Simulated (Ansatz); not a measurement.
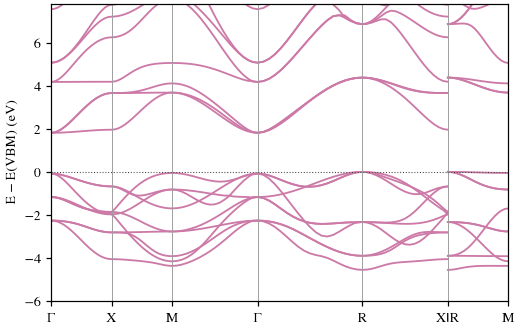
Figure: Band structure from PBEsol (plane waves, PAW; program Ansatz)

Task: Read off the gap and where the band edges lie.

Result: About 1.8 eV (1.82 eV by a search for the band edges); maximum at R, minimum at Γ.

The material is BaTiO$_{3}$ (cubic perovskite, Pm-3m).

This is a known high-temperature phase of the composition, computed here at zero pressure and temperature. The PBEsol relaxation kept the symmetry of its start; whether a distortion lowers the energy is not shown. The run is not spin-polarised. Spin–orbit coupling is left out wherever it is not named.

Potentials: the later of the program's two PAW sets.
